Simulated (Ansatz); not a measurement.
**N2H4 (hydrazine): levels of theory compared**

Wanted: a comparison of 6 runs (HF/def2-SVP, HF/aug-cc-pVDZ, B3LYP/6-31G*, PBE0/def2-SVP, wB97X/def2-SVP, MP2/6-311G**) of N2H4 (hydrazine). 

The calculation is run with Ansatz 0.2.0.

8 further runs of the same task are left out: 1 for a known fault of the program, 1 that didn't finish, 6 set aside as unsound or not needed.

## 1. Starting point

N2H4 has 6 atoms, charge 0, and is taken as a singlet. As SMILES, `NN`. The shape is that of a PBE0-D4/def2-TZVP optimisation. This is one conformer, not always the lowest.

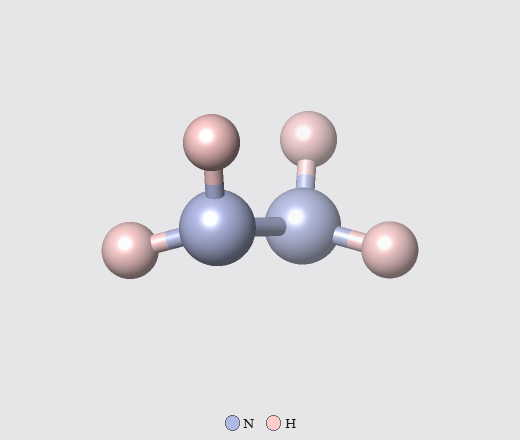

Viewed from a chosen angle; nitrogen light blue, hydrogen pink.

## 2. Energy and forces at HF/def2-SVP (run 1)

Input file job.yaml:

```yaml
crystal:
  periodic: [false, false, false]
  atoms:
    - {symbol: "N", position_ang: [-0.135100, -0.701700, 0.195900]}
    - {symbol: N, position_ang: [0.447300, 0.583800, 0.089900]}
    - {symbol: H, position_ang: [-1.076200, -0.737600, -0.180500]}
    - {symbol: H, position_ang: [0.438700, -1.352200, -0.322700]}
    - {symbol: H, position_ang: [0.103900, 1.104700, -0.709700]}
    - {symbol: H, position_ang: [0.221500, 1.102900, 0.927100]}
basis:
  gaussian:
    orbitals: def2-SVP
hamiltonian:
  xc: hf
accuracy: high
output:
  forces: true
  orbitals: {seedname: orbitals}
```

Started as:

```sh
ansatz run job.yaml --threads 1 --pin off --max-ram 2610MiB --events-out events.jsonl --progress --plain --runs-dir runs
```

Log:

```text
Warning: RAYON_NUM_THREADS=1 ignored (pool sized by the plan → 1); use --threads N
Functional definition: HF
  name "HF"
  exchange = exact_x
  correlation = 0
1129 factors; integrals over basis functions are off by at most 3.1e-9 eV
mean field evaluation 1: about -3021.5254 eV, gradient 2.5e1 eV
mean field evaluation 2: about -3021.5267 eV, gradient 2.5e1 eV
mean field evaluation 4: about -3022.9842 eV, gradient 2.2e0 eV
mean field evaluation 8: about -3022.9990 eV, gradient 2.7e-2 eV
mean field -3022.99901967 eV, -111.0931649104 hartree, gradient 9.8e-8 eV, S^2 0.000000; 0 other end points of the search recorded, 0 dependent functions left out
the calculation of the forces begins
reference -3022.99901967 eV, -111.0931649104 hartree; 9, 9 occupied and 39, 39 virtual orbitals, 1129 factors
Total energy: -3022.99901967 eV, -111.0931649104 hartree
Atom 0 at    -0.135100    -0.701700     0.195900 Å, force     0.131372     0.223545    -0.417251 eV/Å
Atom 1 at     0.447300     0.583800     0.089900 Å, force    -0.469274    -0.095992     0.108229 eV/Å
Atom 2 at    -1.076200    -0.737600    -0.180500 Å, force     0.388626     0.011035     0.133485 eV/Å
Atom 3 at     0.438700    -1.352200    -0.322700 Å, force    -0.269103     0.201968     0.189572 eV/Å
Atom 4 at     0.103900     1.104700    -0.709700 Å, force     0.122730    -0.204073     0.334748 eV/Å
Atom 5 at     0.221500     1.102900     0.927100 Å, force     0.095649    -0.136483    -0.348783 eV/Å
Dipole moment:    -0.313777     0.118477    -0.287277 e Å
```

It took 0.73 s on 1 thread of Arm Neoverse V2, shared host.

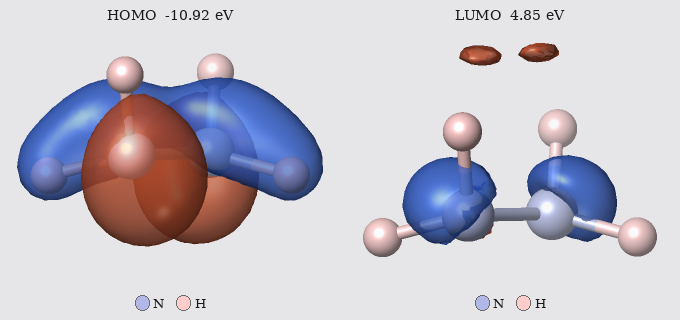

Frontier orbitals of this run, surfaces at ±0.2 Å^-3/2.

## 3. Energy and forces at HF/aug-cc-pVDZ (run 2)

Input file input.yaml:

```yaml
crystal:
  periodic: [false, false, false]
  atoms:
    - {symbol: "N", position_ang: [-0.135100, -0.701700, 0.195900]}
    - {symbol: "N", position_ang: [0.447300, 0.583800, 0.089900]}
    - {symbol: H, position_ang: [-1.076200, -0.737600, -0.180500]}
    - {symbol: H, position_ang: [0.438700, -1.352200, -0.322700]}
    - {symbol: H, position_ang: [0.103900, 1.104700, -0.709700]}
    - {symbol: H, position_ang: [0.221500, 1.102900, 0.927100]}
basis:
  gaussian:
    orbitals: aug-cc-pVDZ
hamiltonian:
  xc: hf
accuracy: high
output:
  forces: true
  orbitals: {seedname: orbitals}
```

Started as:

```sh
ansatz run input.yaml --threads 1 --pin off --max-ram 2610MiB --events-out events.jsonl --progress --plain --runs-dir runs
```

Log, shortened:

```text
Warning: RAYON_NUM_THREADS=1 ignored (pool sized by the plan → 1); use --threads N
[... 2 set-up lines as earlier in the session ...]
[...]
1656 factors; integrals over basis functions are off by at most 3.1e-9 eV
[...]
mean field -3025.94297855 eV, -111.2013534039 hartree, gradient 1.7e-8 eV, S^2 0.000000; 0 other end points of the search recorded, 0 dependent functions left out
[...]
reference -3025.94297855 eV, -111.2013534039 hartree; 9, 9 occupied and 73, 73 virtual orbitals, 1656 factors
Total energy: -3025.94297855 eV, -111.2013534039 hartree
Atom 0 at    -0.135100    -0.701700     0.195900 Å, force    -0.120539    -0.208636    -0.402912 eV/Å
Atom 1 at     0.447300     0.583800     0.089900 Å, force    -0.293710     0.365020     0.023983 eV/Å
Atom 2 at    -1.076200    -0.737600    -0.180500 Å, force     0.475901     0.052811     0.164240 eV/Å
Atom 3 at     0.438700    -1.352200    -0.322700 Å, force    -0.282480     0.304727     0.220298 eV/Å
Atom 4 at     0.103900     1.104700    -0.709700 Å, force     0.136086    -0.283848     0.396131 eV/Å
Atom 5 at     0.221500     1.102900     0.927100 Å, force     0.084742    -0.230074    -0.401740 eV/Å
Dipole moment:    -0.295130     0.111436    -0.270205 e Å
```

It took 2.2 s on 1 thread of Arm Neoverse V2, shared host.

Runs 3 to 5 aren't shown in full; the table further down has their settings and results.

## 4. Energy and forces at MP2/6-311G(d,p) (run 6)

Input file in.yaml:

```yaml
crystal:
  periodic: [false, false, false]
  atoms:
    - {symbol: N, position_ang: [-0.135100, -0.701700, 0.195900]}
    - {symbol: N, position_ang: [0.447300, 0.583800, 0.089900]}
    - {symbol: H, position_ang: [-1.076200, -0.737600, -0.180500]}
    - {symbol: H, position_ang: [0.438700, -1.352200, -0.322700]}
    - {symbol: H, position_ang: [0.103900, 1.104700, -0.709700]}
    - {symbol: H, position_ang: [0.221500, 1.102900, 0.927100]}
basis:
  gaussian:
    orbitals: 6-311G_st__st_.json
magnetization:
  spin_polarized: false
correlation:
  method: mp2
  frozen_orbitals: {H: 0, "N": 1}
accuracy: high
output: {forces: true, orbitals: {seedname: orbitals}}
```

The basis set 6-311G** is read from a file made from the Basis Set Exchange's data (not shown).

Started as:

```sh
ansatz run in.yaml --threads 1 --pin off --max-ram 2610MiB --events-out events.jsonl --progress --plain --runs-dir runs
```

Log, shortened:

```text
Warning: RAYON_NUM_THREADS=1 ignored (pool sized by the plan → 1); use --threads N
[... 2 set-up lines as earlier in the session ...]
[...]
1221 factors; integrals over basis functions are off by at most 3.3e-9 eV
[...]
mean field -3026.20714055 eV, -111.2110611785 hartree, gradient 9.5e-8 eV, S^2 0.000000; 0 other end points of the search recorded, 0 dependent functions left out
2 core orbitals not correlated: weight in the atoms' cores, before any rotation towards them, 1.000 or more for the frozen orbitals, at most 0.000 for the correlated occupied ones
reference -3026.20714055 eV, -111.2110611785 hartree; 7, 7 occupied and 51, 51 virtual orbitals, 1221 factors
second order -10.13437004 eV of doubles, -0.00000000 eV of singles
[...]
Total energy: -3036.34151059 eV, -111.5834924080 hartree
Atom 0 at    -0.135100    -0.701700     0.195900 Å, force    -0.167904    -0.308870     0.231737 eV/Å
Atom 1 at     0.447300     0.583800     0.089900 Å, force     0.330667     0.247400    -0.082380 eV/Å
Atom 2 at    -1.076200    -0.737600    -0.180500 Å, force    -0.013058     0.009650    -0.065297 eV/Å
Atom 3 at     0.438700    -1.352200    -0.322700 Å, force    -0.002678     0.049106    -0.069160 eV/Å
Atom 4 at     0.103900     1.104700    -0.709700 Å, force    -0.064382     0.019627    -0.005533 eV/Å
Atom 5 at     0.221500     1.102900     0.927100 Å, force    -0.082646    -0.016913    -0.009367 eV/Å
Dipole moment:    -0.300233     0.113363    -0.274877 e Å
```

Wall time 1.7 s (1 thread of Arm Neoverse V2, shared host).

## 5. Overview of the runs

| run | level | frozen core orbitals | energy (Eh) | dipole moment (D) | HOMO energy (eV) | LUMO energy (eV) | wall time |
| --- | --- | --- | --- | --- | --- | --- | --- |
| 1 | HF/def2-SVP | – | -111.093165 | 2.12 | -10.92 | 4.85 | 0.73 s |
| 2 | HF/aug-cc-pVDZ | – | -111.201353 | 2.00 | -11.07 | 0.99 | 2.2 s |
| 3 | B3LYP/6-31G* (spherical functions) | – | -111.853744 | 2.10 | -6.43 | 2.20 | 1.7 s |
| 4 | PBE0/def2-SVP | – | -111.649344 | 2.04 | -6.76 | 1.88 | 2.1 s |
| 5 | wB97X/def2-SVP | – | -111.748146 | 2.06 | -9.34 | 4.18 | 7.8 s |
| 6 | MP2/6-311G** | 2 | -111.583492 | 2.03 | -10.93 | 4.28 | 1.7 s |

## 6. Results

```
                                          quantity          value
                               run 6: total energy  -111.58349 Eh
         run 6: dipole moment (correlated density)         2.03 D
        run 6: HOMO energy (Hartree–Fock orbitals)      -10.93 eV
        run 6: LUMO energy (Hartree–Fock orbitals)        4.28 eV
      run 6: HOMO–LUMO gap (Hartree–Fock orbitals)       15.21 eV
run 6: correlation energy (2 core orbitals frozen)     -372.4 mEh
                   run 6: largest force on an atom     0.421 eV/Å
```

In words: The dipole moment (its size) runs from 2.00 D (HF/aug-cc-pVDZ) to 2.12 D (HF/def2-SVP). Over runs 1, 2, 3, 4, 5 the HOMO–LUMO gap runs from 8.63 eV (B3LYP/6-31G*) to 15.77 eV (HF/def2-SVP). The two ends differ in method and basis. Totals of different functionals can't be ranked against each other. All runs together took 16 s, the longest 7.8 s.
